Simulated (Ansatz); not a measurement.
SnGeH$_{6}$

```xyz
24
Lattice="6.4408 0.0000 0.0000 -3.2204 5.5779 0.0000 0.0000 0.0000 6.2953" Properties=species:S:1:pos:R:3 pbc="T T T"
Sn    0.0000    3.7186    1.0492
Sn    0.0000    0.0000    3.1477
Sn    3.2204    1.8593    5.2461
Ge    0.0000    0.0000    0.0000
Ge    3.2204    1.8593    2.0984
Ge    0.0000    3.7186    4.1969
H     2.0306    4.8909    0.9630
H     2.0305    1.1724    3.0614
H    -1.1898    3.0316    5.1598
H    -2.0305    4.8909    0.9630
H     4.4102    1.1724    3.0614
H     1.1898    3.0316    5.1598
H     0.0000    1.3739    0.9630
H     3.2204    3.2332    3.0614
H     0.0000    5.0925    5.1598
H     4.4102    2.5463    1.1355
H     1.1899    4.4055    3.2339
H     1.1898    0.6870    5.3323
H     2.0306    2.5463    1.1355
H    -1.1898    4.4055    3.2339
H     5.2509    0.6870    5.3323
H     3.2204    0.4854    1.1355
H     0.0000    2.3447    3.2339
H     3.2204    4.2040    5.3323
```

Space group R-3m; a structure from a database of computed crystals, not necessarily the ambient phase; started from the LaAlH6-166 prototype, which need not be the ambient phase.

The calculation used DFT, r2SCAN+rVV10, plane waves, PAW (Ansatz 0.2.0).

What will maps of the valence pseudo-density and electron localisation function show?

Answer. Ge–H (1.68 Å): the density is about 0.76 e/Å³ at the midpoint; the ELF climbs to about 1 towards the hydrogen.
Sn–H (2.35 Å): ρ at the midpoint is about 0.29 e/Å³; the ELF climbs to about 1 towards the hydrogen.
Sn–H (2.58 Å): ρ at the midpoint is about 0.19 e/Å³; the ELF climbs to about 1 towards the hydrogen.

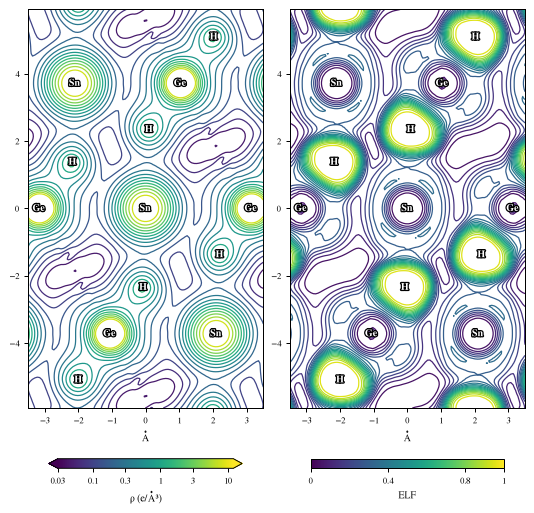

Computed valence pseudo-density and electron localisation function on the (110) plane of the conventional cell, in this order. 

The density is the valence pseudo-density of a PAW calculation; it isn't the true density close to the nuclei.
